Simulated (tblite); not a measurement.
**C5H9AlFN: geometry relaxation (part 1 of 3)**

System: C5H9AlFN.
Method: GFN2-xTB geometry optimisation, gas phase (tblite 0.8.0).

It belongs to a series of runs on one base structure; here: constitutional isomer.

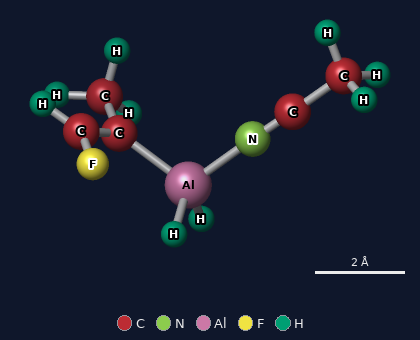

Fig. 1: The input geometry (ball-and-stick view, seen at a tilt). Sticks mark near contacts. Bond lengths as drawn: Al–C 1.96 Å, Al–H 1.58 to 1.60 Å, Al–N 1.89 Å, C–C 1.34 to 1.49 Å, C–F 1.33 Å, C–H 1.08 to 1.11 Å and C–N 1.15 Å.

Input file
```
{"job": {"kind": "relax", "xc": "GFN2-xTB", "basis": "xTB"}, "charge": 0, "multiplicity": 1}
C      3.736100    -0.287700     0.280800
C      2.366500    -0.001500    -0.237500
N      1.302900     0.195100    -0.631300
Al    -0.422700     0.539800    -1.309000
C     -1.724500    -0.028600     0.040500
C     -2.172400     0.802900     1.179000
C     -2.279100    -1.244900    -0.067500
F     -1.904000    -2.026600    -1.078000
H      4.266100     0.681900     0.410900
H      4.289200    -0.842600    -0.512000
H      3.645400    -0.881700     1.188900
H     -0.613700     2.045000    -1.748800
H     -0.664200    -0.352000    -2.616500
H     -1.932100     1.847800     0.955500
H     -1.649000     0.446600     2.079800
H     -3.250700     0.722000     1.409100
H     -3.000700    -1.603500     0.646300
```

The first line tells a small driver script what to run in tblite; the rest is the geometry in Å.

Run on 1 CPU thread, shared host.

Command:
```bash
OMP_NUM_THREADS=1 python <driver script> task.json out
```

Log
```
step      E/eV     max force
  0    -651.49057    2.739
  1    -651.72469    1.960
  2    -651.84134    3.689
  3    -651.87337    3.912
  4    -651.96501    1.007
  5    -651.99901    0.590
  6    -652.04863    0.942
  7    -652.06441    0.513
  8    -652.07455    0.302
  9    -652.08368    0.478
 10    -652.09316    0.584
 11    -652.10060    0.355
 12    -652.10725    0.215
 13    -652.11450    0.352
 14    -652.12230    0.479
 15    -652.12822    0.301
 16    -652.13104    0.097
 17    -652.13236    0.111
 18    -652.13343    0.160
 19    -652.13459    0.132
 20    -652.13577    0.099
 21    -652.13691    0.090
 22    -652.13797    0.108
 23    -652.13887    0.097
 24    -652.13951    0.054
 25    -652.13992    0.047
 26    -652.14020    0.062
 27    -652.14044    0.048
 28    -652.14063    0.031
 29    -652.14080    0.036
 30    -652.14103    0.056
 31    -652.14139    0.065
 32    -652.14197    0.085
 33    -652.14279    0.085
 34    -652.14367    0.063
 35    -652.14438    0.062
 36    -652.14484    0.048
 37    -652.14521    0.050
 38    -652.14565    0.056
 39    -652.14623    0.069
 40    -652.14700    0.082
 41    -652.14793    0.086
 42    -652.14905    0.096
 43    -652.15031    0.094
 44    -652.15164    0.121
 45    -652.15279    0.099
 46    -652.15357    0.072
 47    -652.15410    0.083
 48    -652.15476    0.106
 49    -652.15593    0.124
 50    -652.15783    0.174
 51    -652.16010    0.219
 52    -652.15620    0.641
 53    -652.16371    0.123
 54    -652.16529    0.102
 55    -652.16938    0.132
 56    -652.17060    0.118
 57    -652.17281    0.080
 58    -652.17351    0.065
 59    -652.17429    0.050
 60    -652.17472    0.044
 61    -652.17518    0.055
 62    -652.17573    0.063
 63    -652.17639    0.070
 64    -652.17699    0.065
 65    -652.17744    0.118
 66    -652.17786    0.055
 67    -652.17838    0.055
 68    -652.17895    0.103
 69    -652.17955    0.119
 70    -652.18005    0.092
 71    -652.18044    0.045
 72    -652.18080    0.062
 73    -652.18123    0.106
 74    -652.18178    0.138
 75    -652.18249    0.145
 76    -652.18333    0.114
 77    -652.18423    0.082
 78    -652.18511    0.084
 79    -652.18591    0.086
 80    -652.18660    0.077
 81    -652.18728    0.069
 82    -652.18816    0.103
 83    -652.18946    0.164
 84    -652.19132    0.172
 85    -652.19356    0.183
 86    -652.19605    0.230
 87    -652.19844    0.311
 88    -652.20122    0.345
 89    -652.20377    0.279
 90    -652.20609    0.106
 91    -652.20719    0.165
 92    -652.20892    0.216
 93    -652.21129    0.237
 94    -652.21276    0.153
 95    -652.21366    0.075
 96    -652.21445    0.163
 97    -652.21543    0.197
 98    -652.21694    0.199
 99    -652.21862    0.111
100    -652.22006    0.101
101    -652.22225    0.136
102    -652.22086    0.196
103    -652.22610    0.107
104    -652.22821    0.135
105    -652.23314    0.205
106    -652.23684    0.250
107    -652.24074    0.166
108    -652.24460    0.178
109    -652.24738    0.361
110    -652.25367    0.283
111    -652.25563    0.578
112    -652.26673    0.203
113    -652.27185    0.187
114    -652.28010    0.233
115    -652.28316    0.181
116    -652.28678    0.187
117    -652.29073    0.185
118    -652.29858    0.174
119    -652.30774    0.181
120    -652.31717    0.300
121    -652.32696    0.246
122    -652.33801    0.306
123    -652.34685    0.269
124    -652.35350    0.299
125    -652.35588    0.200
126    -652.36079    0.316
127    -652.36271    0.124
128    -652.36428    0.105
129    -652.36567    0.118
130    -652.36684    0.106
131    -652.36853    0.092
132    -652.37005    0.095
133    -652.37212    0.128
134    -652.37371    0.176
135    -652.37581    0.107
136    -652.37731    0.078
137    -652.37934    0.102
138    -652.38015    0.097
139    -652.38165    0.099
140    -652.38462    0.144
141    -652.38741    0.368
142    -652.39081    0.134
143    -652.39425    0.114
144    -652.39546    0.107
145    -652.39648    0.110
146    -652.39764    0.075
147    -652.39877    0.093
148    -652.39972    0.082
149    -652.40034    0.067
150    -652.40082    0.047
151    -652.40136    0.074
152    -652.40202    0.080
153    -652.40233    0.066
154    -652.40250    0.046
155    -652.40260    0.046
156    -652.40267    0.045
157    -652.40273    0.039
158    -652.40282    0.031
159    -652.40291    0.027
160    -652.40299    0.024
161    -652.40308    0.027
162    -652.40321    0.039
163    -652.40338    0.059
164    -652.40357    0.074
165    -652.40374    0.090
166    -652.40385    0.064
167    -652.40400    0.076
168    -652.40417    0.054
169    -652.40446    0.034
170    -652.40455    0.036
171    -652.40465    0.026
172    -652.40471    0.026
173    -652.40475    0.023
174    -652.40484    0.029
175    -652.40492    0.028
176    -652.40503    0.032
177    -652.40515    0.030
178    -652.40529    0.030
179    -652.40546    0.033
180    -652.40561    0.023
181    -652.40572    0.023
182    -652.40578    0.020
183    -652.40585    0.027
184    -652.40591    0.022
185    -652.40598    0.013
186    -652.40601    0.013
187    -652.40605    0.014
188    -652.40608    0.018
189    -652.40612    0.023
190    -652.40619    0.019
191    -652.40627    0.023
192    -652.40638    0.025
193    -652.40651    0.029
194    -652.40664    0.027
195    -652.40678    0.033
196    -652.40689    0.034
197    -652.40697    0.027
198    -652.40701    0.019
199    -652.40703    0.009
```

Trajectory as extended XYZ (Å, eV, eV/Å), 28 of the 200 frames kept, from step=0 to step=199
```
17
Properties=species:S:1:pos:R:3:forces:R:3 step=0 energy=-651.49057
C     3.7361   -0.2877    0.2808   -1.2550   0.6700  -1.4910
C     2.3665   -0.0015   -0.2375    1.7070  -0.4290   0.6560
N     1.3029    0.1951   -0.6313    0.9790  -0.1000   0.4130
Al   -0.4227    0.5398   -1.3090   -1.7460   0.2360  -2.0970
C    -1.7245   -0.0286    0.0405   -0.2010  -1.1710   0.3050
C    -2.1724    0.8029    1.1790   -0.3670   0.3790   0.9050
C    -2.2791   -1.2449   -0.0675    0.6220   1.7560   0.3590
F    -1.9040   -2.0266   -1.0780   -0.1090  -0.9430  -0.1990
H     4.2661    0.6819    0.4109   -0.4400  -0.6560   0.2150
H     4.2892   -0.8426   -0.5120   -0.4440   0.2020   0.5700
H     3.6454   -0.8817    1.1889    0.1410   0.2060  -0.0700
H    -0.6137    2.0450   -1.7488    0.4830   0.0240   0.4280
H    -0.6642   -0.3520   -2.6165    0.6830   0.0920   0.3050
H    -1.9321    1.8478    0.9555   -0.0260  -0.1380   0.3470
H    -1.6490    0.4466    2.0798   -0.0050   0.4780  -0.0780
H    -3.2507    0.7220    1.4091    0.3570   0.0410  -0.2710
H    -3.0007   -1.6035    0.6463   -0.3800  -0.6470  -0.2970
17
Properties=species:S:1:pos:R:3:forces:R:3 step=7 energy=-652.06441
C     3.7158   -0.2790    0.2431   -0.2860   0.0570  -0.0990
C     2.3905   -0.0116   -0.2391    0.4580  -0.0750   0.1520
N     1.3335    0.2077   -0.6187   -0.4480   0.1290  -0.2150
Al   -0.5774    0.5519   -1.4561    0.2680  -0.0840   0.0390
C    -1.7000   -0.0457    0.0812   -0.0940   0.0720   0.0890
C    -2.1688    0.8193    1.2229    0.0270   0.0530   0.0690
C    -2.2789   -1.2282   -0.0490   -0.0990  -0.1830   0.0500
F    -1.9273   -2.0847   -1.0406    0.1290   0.0020  -0.1060
H     4.2329    0.6625    0.4412   -0.0560  -0.0570  -0.0830
H     4.2650   -0.8561   -0.5045   -0.0530   0.0780   0.0550
H     3.6589   -0.8495    1.1703   -0.0350  -0.0240  -0.0240
H    -0.5400    2.0909   -1.7003    0.0890  -0.0110   0.0390
H    -0.5586   -0.3914   -2.6728    0.1860   0.0080  -0.1540
H    -1.9335    1.8642    1.0142   -0.0100  -0.0440   0.0260
H    -1.6379    0.5212    2.1299   -0.0960   0.1080   0.0300
H    -3.2456    0.7255    1.3904    0.1520  -0.0010   0.0440
H    -3.0356   -1.6849    0.5780   -0.1340  -0.0280   0.0860
17
Properties=species:S:1:pos:R:3:forces:R:3 step=15 energy=-652.12822
C     3.6621   -0.2729    0.2286   -0.0800   0.0310  -0.0800
C     2.3501    0.0000   -0.2601    0.2860  -0.0610   0.0730
N     1.3042    0.2364   -0.6600   -0.2790   0.0250  -0.0750
Al   -0.5272    0.4991   -1.4519   -0.0850   0.0370   0.1370
C    -1.7040   -0.0649    0.1088   -0.0400   0.0930   0.1170
C    -2.1613    0.8253    1.2421   -0.0020   0.0460   0.0480
C    -2.2944   -1.2440   -0.0249    0.0220  -0.0460  -0.0370
F    -1.8950   -2.0696   -1.0326    0.0140  -0.0680  -0.0680
H     4.1822    0.6664    0.4104   -0.0050   0.0460   0.0510
H     4.2184   -0.8410   -0.5151   -0.0130  -0.0520  -0.0570
H     3.6059   -0.8490    1.1503   -0.0300   0.0010   0.0440
H    -0.4611    2.0423   -1.6535    0.0070   0.0230   0.0380
H    -0.4051   -0.3663   -2.7281    0.0730  -0.0850  -0.0060
H    -1.9267    1.8657    1.0107   -0.0280  -0.0520  -0.0150
H    -1.6450    0.5681    2.1712    0.0240  -0.0110  -0.1040
H    -3.2352    0.7350    1.4273    0.0960   0.0100  -0.0530
H    -3.0748   -1.7186    0.5669    0.0380   0.0650  -0.0110
17
Properties=species:S:1:pos:R:3:forces:R:3 step=22 energy=-652.13797
C     3.6478   -0.2690    0.2152   -0.0260   0.0070  -0.0090
C     2.3395    0.0032   -0.2754    0.0770  -0.0330   0.0680
N     1.2827    0.2262   -0.6563   -0.1000   0.0200  -0.0230
Al   -0.5304    0.4958   -1.4332    0.0210   0.0480  -0.0360
C    -1.7062   -0.0653    0.1138    0.0190   0.0540  -0.0050
C    -2.1572    0.8289    1.2431    0.0000  -0.0020  -0.0170
C    -2.2863   -1.2481   -0.0306   -0.0280   0.0230   0.0110
F    -1.8839   -2.0699   -1.0420   -0.0210   0.0020   0.0280
H     4.1654    0.6683    0.4138    0.0260   0.0350  -0.0350
H     4.1994   -0.8455   -0.5261    0.0300   0.0010  -0.0180
H     3.5815   -0.8391    1.1404   -0.0260  -0.0470   0.0300
H    -0.4532    2.0421   -1.6235   -0.0260   0.0030   0.0190
H    -0.3525   -0.3830   -2.7018    0.0190  -0.0280   0.0280
H    -1.9290    1.8675    0.9997    0.0090  -0.0420   0.0060
H    -1.6248    0.5701    2.1611   -0.0220   0.0330  -0.0450
H    -3.2288    0.7394    1.4293    0.0420  -0.0150   0.0220
H    -3.0709   -1.7094    0.5627    0.0060  -0.0590  -0.0240
17
Properties=species:S:1:pos:R:3:forces:R:3 step=29 energy=-652.14080
C     3.6425   -0.2696    0.2132   -0.0010  -0.0050  -0.0070
C     2.3324    0.0008   -0.2712    0.0140  -0.0030   0.0050
N     1.2733    0.2235   -0.6470   -0.0260   0.0230   0.0100
Al   -0.5278    0.5033   -1.4310   -0.0020   0.0000  -0.0270
C    -1.7098   -0.0609    0.1073    0.0030  -0.0050  -0.0090
C    -2.1539    0.8316    1.2380    0.0000  -0.0070  -0.0020
C    -2.2881   -1.2450   -0.0337   -0.0070  -0.0160   0.0050
F    -1.8850   -2.0693   -1.0424    0.0000   0.0060  -0.0160
H     4.1620    0.6693    0.4035   -0.0010   0.0060   0.0150
H     4.1967   -0.8430   -0.5291    0.0010  -0.0200  -0.0150
H     3.5707   -0.8436    1.1367    0.0290  -0.0060   0.0180
H    -0.4631    2.0521   -1.6102   -0.0130  -0.0120  -0.0110
H    -0.3275   -0.3986   -2.6822    0.0150   0.0220   0.0130
H    -1.9276    1.8692    0.9927   -0.0170  -0.0040  -0.0020
H    -1.6142    0.5764    2.1510    0.0180   0.0120  -0.0050
H    -3.2213    0.7345    1.4366   -0.0040   0.0140   0.0130
H    -3.0663   -1.7186    0.5580   -0.0080  -0.0060   0.0150
17
Properties=species:S:1:pos:R:3:forces:R:3 step=37 energy=-652.14521
C     3.6369   -0.2856    0.2098    0.0010   0.0130  -0.0050
C     2.3167   -0.0063   -0.2434    0.0090   0.0250   0.0160
N     1.2574    0.2609   -0.5901   -0.0150  -0.0050   0.0260
Al   -0.5319    0.5128   -1.4247    0.0140  -0.0330  -0.0240
C    -1.7368   -0.0623    0.0908    0.0290  -0.0020  -0.0040
C    -2.1494    0.8352    1.2275   -0.0010   0.0130   0.0110
C    -2.2990   -1.2550   -0.0385    0.0000   0.0000  -0.0010
F    -1.9032   -2.0608   -1.0667   -0.0190  -0.0120   0.0010
H     4.1480    0.6606    0.3895    0.0430  -0.0090   0.0090
H     4.1800   -0.8534   -0.5452   -0.0240  -0.0010  -0.0160
H     3.6003   -0.8592    1.1360   -0.0230  -0.0040  -0.0070
H    -0.5156    2.0579   -1.6207   -0.0020   0.0120  -0.0140
H    -0.2411   -0.3950   -2.6536    0.0040   0.0080  -0.0020
H    -1.9499    1.8715    0.9580    0.0010   0.0360  -0.0230
H    -1.5607    0.6055    2.1157    0.0160  -0.0110   0.0290
H    -3.2040    0.7334    1.4794   -0.0300  -0.0400   0.0050
H    -3.0548   -1.7483    0.5663   -0.0050   0.0110  -0.0020
17
Properties=species:S:1:pos:R:3:forces:R:3 step=44 energy=-652.15164
C     3.6330   -0.2890    0.2037   -0.0050  -0.0120   0.0140
C     2.3030    0.0295   -0.1947   -0.0730   0.0270   0.0000
N     1.2273    0.2993   -0.4885    0.1180   0.0230   0.0150
Al   -0.5216    0.5115   -1.4288   -0.0420  -0.0160   0.0830
C    -1.7417   -0.0673    0.0814    0.0080  -0.0300  -0.0570
C    -2.1399    0.8371    1.2211    0.0200  -0.0600  -0.0440
C    -2.3089   -1.2589   -0.0422   -0.0030   0.0170  -0.0120
F    -1.9447   -2.0583   -1.0901    0.0110   0.0280   0.0430
H     4.1898    0.6327    0.3859   -0.0290  -0.0540  -0.0340
H     4.1236   -0.8645   -0.5836   -0.0270   0.0400   0.0390
H     3.6054   -0.8797    1.1215    0.0040   0.0140  -0.0490
H    -0.5738    2.0523   -1.6559    0.0200   0.0020  -0.0240
H    -0.1349   -0.3877   -2.6389   -0.0020  -0.0190   0.0140
H    -1.9929    1.8735    0.9135   -0.0220  -0.0300   0.0480
H    -1.5021    0.6463    2.0854    0.0130   0.0320  -0.0040
H    -3.1772    0.6926    1.5245    0.0110   0.0000  -0.0170
H    -3.0515   -1.7573    0.5758   -0.0010   0.0380  -0.0170
```
